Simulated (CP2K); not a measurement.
# B3LYP/6-31G(d) (spherical functions) run of [NH2]− (SMILES [NH2-])

What is the energy change on altering one bond length of [NH2]− at B3LYP/6-31G* (spherical functions)? 

The results are computed with CP2K 2026.2.

3 further runs of the same task are left out: 2 that didn't finish, 1 set aside as unsound or not needed.

### 1 The molecule

[NH2]− has 3 atoms, charge -1, and is taken as a singlet. SMILES: `[NH2-]`. The coordinates come from a PBE0-D4/def2-TZVPD relaxation.

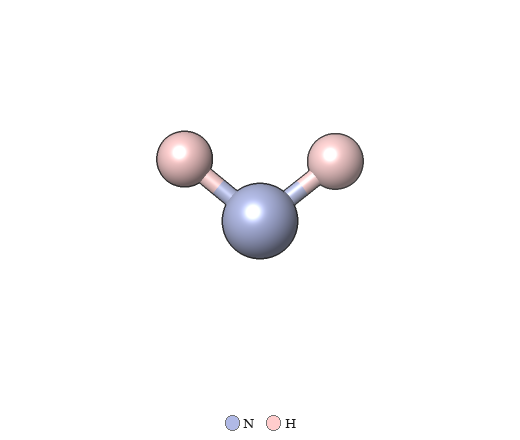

The structure, seen from a chosen angle (nitrogen light blue, hydrogen pink).

### 2 The energy at B3LYP/6-31G(d) (spherical functions)

Input file job.inp:

```
&force_eval
 method Quickstep
 &dft
  basis_set_file_name ./6_31gs.basis
  potential_file_name POTENTIAL
  charge -1
  multiplicity 1
  &qs
   method GAPW
   eps_default 1.0E-10
  &end qs
  ! plane-wave cutoff in Ry
  &mgrid
   cutoff 280
   rel_cutoff 50
   ngrids 4
  &end mgrid
  ! no periodic images
  &poisson
   periodic NONE
   poisson_solver WAVELET
  &end poisson
  &scf
   scf_guess ATOMIC
   eps_scf 1.0E-06
   max_scf 40
   &ot ON
    minimizer CG
    preconditioner FULL_SINGLE_INVERSE
   &end ot
   &outer_scf
    eps_scf 1.0E-06
    max_scf 5
   &end outer_scf
  &end scf
  &xc
   &xc_functional
    &hyb_gga_xc_b3lyp
    &end hyb_gga_xc_b3lyp
   &end xc_functional
   ! exact exchange
   &hf
    fraction 0.2
    &screening
     eps_schwarz 1.0E-10
     screen_on_initial_p F
    &end screening
    &interaction_potential
     potential_type COULOMB
    &end interaction_potential
    &memory
     max_memory 1050
    &end memory
   &end hf
  &end xc
  &print
   &moments
    periodic F
    reference COM
    max_moment 1
   &end moments
   &mo_cubes
    nlumo 1
    nhomo -1
    write_cube F
   &end mo_cubes
   &lowdin ON
   &end lowdin
   &hirshfeld OFF
   &end hirshfeld
  &end print
 &end dft
 ! atoms, cell and kinds
 &subsys
  ! box in angstrom
  &cell
   abc [angstrom] 11.4 11.4 11.4
   periodic NONE
  &end cell
  &coord
   N      6.104950     5.395500     5.946700
   H      5.888250     6.399700     5.934000
   H      5.295050     5.000300     5.453300
  &end coord
  &kind N
   basis_set 6-31Gs
   potential ALL
   lebedev_grid 194
   radial_grid 100
  &end kind
  &kind H
   basis_set 6-31Gs
   potential ALL
   lebedev_grid 194
   radial_grid 100
  &end kind
 &end subsys
&end force_eval

&global
 project_name job
 run_type ENERGY
 print_level MEDIUM
&end global
```

Command:

```sh
$ OMP_NUM_THREADS=1 cp2k.psmp job.inp > job.out
```

Log:

```text
CP2K| version string:                                       CP2K version 2026.2
[...]
 GLOBAL| Method name                                                        CP2K
[...]
 GLOBAL| Run type                                                         ENERGY
[...]
 DFT| Spin restricted Kohn-Sham (RKS) calculation                            RKS
 DFT| Multiplicity                                                             1
[...]
 DFT| Charge                                                                  -1
[...]
 FUNCTIONAL| HYB_GGA_XC_B3LYP:
[...]
 QS| Method:                                                                GAPW
[...]
 QS| Density cutoff [a.u.]:                                                140.0
[...]
 QS| Relative density cutoff [a.u.]:                                        25.0
[...]
                             - Atoms:                                          3
[...]
                             - Spherical basis functions:                     18
[...]
 Number of electrons:                                                         10
[...]
     1 OT CG       0.80E-01    6.7     1.37636987       -54.8926982057 -5.49E+01
[...]
    16 OT CG       0.12E-01    4.6     0.00000044       -55.8365858106 -4.20E-12
  *** SCF run converged in    16 steps ***
[...]
  Overlap energy of the core charge distribution:               0.00000024186392
  Self energy of the core charge distribution:                -50.62052466092338
  Core Hamiltonian energy:                                     -6.14134377677399
  Hartree energy:                                              17.77305506140717
  Exchange-correlation energy:                                 -2.90976406832237
  Hartree-Fock Exchange energy:                                -1.51100047449410
[...]
                     Mulliken Population Analysis
 #  Atom  Element  Kind  Atomic population                           Net charge
       1     N        1          8.147264                             -1.147264
       2     H        2          0.926366                              0.073634
       3     H        2          0.926370                              0.073630
 # Total charge                             10.000000                 -1.000000
[...]
  Dipole moment [Debye]
    X= -0.1040089E+01 Y=  0.6170255E+00 Z= -0.5127895E+00  Total=      1.3135675
[...]
 HOMO - LUMO gap [eV] :    5.936897
 ENERGY| Total FORCE_EVAL ( QS ) energy [hartree]            -55.836585810612902
[...]
```

It took 7.5 min on 1 thread of AMD EPYC (Zen 3), shared host; peak memory 0.82 GiB.

### 3 The distorted shape

Input file job.inp:

```
&FORCE_EVAL
   METHOD Quickstep
   &DFT
      BASIS_SET_FILE_NAME ./6_31gs.basis
      POTENTIAL_FILE_NAME POTENTIAL
      CHARGE -1
      &QS
         METHOD GAPW
         EPS_DEFAULT 1.0E-10
      &END
      &MGRID
         CUTOFF 280
         REL_CUTOFF 50
         NGRIDS 4
      &END
      &POISSON
         PERIODIC NONE
         POISSON_SOLVER WAVELET
      &END
      &SCF
         SCF_GUESS ATOMIC
         EPS_SCF 1.0E-07
         MAX_SCF 100
         ADDED_MOS 5
         &DIAGONALIZATION
            ALGORITHM STANDARD
         &END
         &MIXING
            METHOD DIRECT_P_MIXING
            ALPHA 0.4
         &END
      &END
      &XC
         &XC_FUNCTIONAL
            &HYB_GGA_XC_B3LYP
            &END
         &END
         &HF
            FRACTION 0.2
            &SCREENING
               EPS_SCHWARZ 1.0E-10
            &END
            &MEMORY
               MAX_MEMORY 1050
            &END
         &END
      &END
      &PRINT
         &MOMENTS
            PERIODIC F
            REFERENCE COM
            MAX_MOMENT 1
         &END
         &MO ON
            ENERGIES T
            OCCUPATION_NUMBERS T
            NDIGITS 6
            &EACH
               QS_SCF 0
            &END
            ADD_LAST NUMERIC
         &END
         &LOWDIN ON
         &END
         &HIRSHFELD OFF
         &END
      &END
   &END
   &SUBSYS
      &CELL
         ABC 11.6 11.6 11.6
         PERIODIC NONE
      &END
      &COORD
         N      0.374704    -0.353627     0.170605
         H      0.125500     0.801200     0.156000
         H     -0.435196    -0.748827    -0.322795
      &END
      &TOPOLOGY
         &CENTER_COORDINATES
         &END
      &END
      &KIND N
         BASIS_SET 6-31Gs
         POTENTIAL ALL
         LEBEDEV_GRID 194
         RADIAL_GRID 100
      &END
      &KIND H
         BASIS_SET 6-31Gs
         POTENTIAL ALL
         LEBEDEV_GRID 194
         RADIAL_GRID 100
      &END
   &END
&END

&GLOBAL
   PROJECT job
   RUN_TYPE ENERGY
   PRINT_LEVEL MEDIUM
&END
```

Command:

```sh
$ OMP_NUM_THREADS=1 cp2k.psmp -i job.inp -o job.out
```

Log:

```text
CP2K| version string:                                       CP2K version 2026.2
[...]
 GLOBAL| Method name                                                        CP2K
[...]
 GLOBAL| Run type                                                         ENERGY
[...]
 DFT| Spin restricted Kohn-Sham (RKS) calculation                            RKS
 DFT| Multiplicity                                                             1
[...]
 DFT| Charge                                                                  -1
[...]
 FUNCTIONAL| HYB_GGA_XC_B3LYP:
[...]
 QS| Method:                                                                GAPW
[...]
 QS| Density cutoff [a.u.]:                                                140.0
[...]
 QS| Relative density cutoff [a.u.]:                                        25.0
[...]
                             - Atoms:                                          3
[...]
                             - Spherical basis functions:                     18
[...]
 Number of electrons:                                                         10
[...]
     1 P_Mix/Diag. 0.40E+00    7.3     0.66833077       -59.0433687120 -5.90E+01
[...]
    13 DIIS/Diag.  0.16E-06    4.7     0.00000007       -55.8286691333 -7.48E-12
  *** SCF run converged in    13 steps ***
[...]
  Overlap energy of the core charge distribution:               0.00000012158173
  Self energy of the core charge distribution:                -50.62052466092338
  Core Hamiltonian energy:                                     -6.29811267653490
  Hartree energy:                                              17.89793576511964
  Exchange-correlation energy:                                 -2.86785574191545
  Hartree-Fock Exchange energy:                                -1.49850118398468
[...]
                     Mulliken Population Analysis
 #  Atom  Element  Kind  Atomic population                           Net charge
       1     N        1          8.067162                             -1.067162
       2     H        2          1.022612                             -0.022612
       3     H        2          0.910227                              0.089773
 # Total charge                             10.000000                 -1.000000
[...]
  Dipole moment [Debye]
    X= -0.9455356E+00 Y=  0.1272955E+00 Z= -0.5128399E+00  Total=      1.0831650
 ENERGY| Total FORCE_EVAL ( QS ) energy [hartree]            -55.828669133266573
[...]
```

It took 73 s on 1 thread of AMD EPYC (Zen 3), shared host; peak memory 0.81 GiB.

### 4 Summary of results

At B3LYP/6-31G* (spherical functions):

```
                                                              quantity         value
                                             first shape: total energy  -55.83659 Eh
                                              first shape: HOMO energy       4.57 eV
                                              first shape: LUMO energy      10.51 eV
    first shape: HOMO–LUMO gap (to an unbound level, set by the basis)       5.94 eV
                                         distorted shape: total energy  -55.82867 Eh
                                          distorted shape: HOMO energy       4.37 eV
                                          distorted shape: LUMO energy       9.99 eV
distorted shape: HOMO–LUMO gap (to an unbound level, set by the basis)       5.62 eV
     energy change with the N1–H2 bond stretched from 1.027 to 1.181 Å      0.215 eV
```

With the N1–H2 bond stretched from 1.027 to 1.181 Å the energy rises by 0.22 eV (5.0 kcal/mol). The first shape isn't relaxed at this level, so the change isn't measured from a minimum. The HOMO (first shape) lies at positive energy, 4.57 eV; only total energies tell whether the electron is bound. The HOMO (distorted shape) lies at positive energy, 4.37 eV; only total energies tell whether the electron is bound.
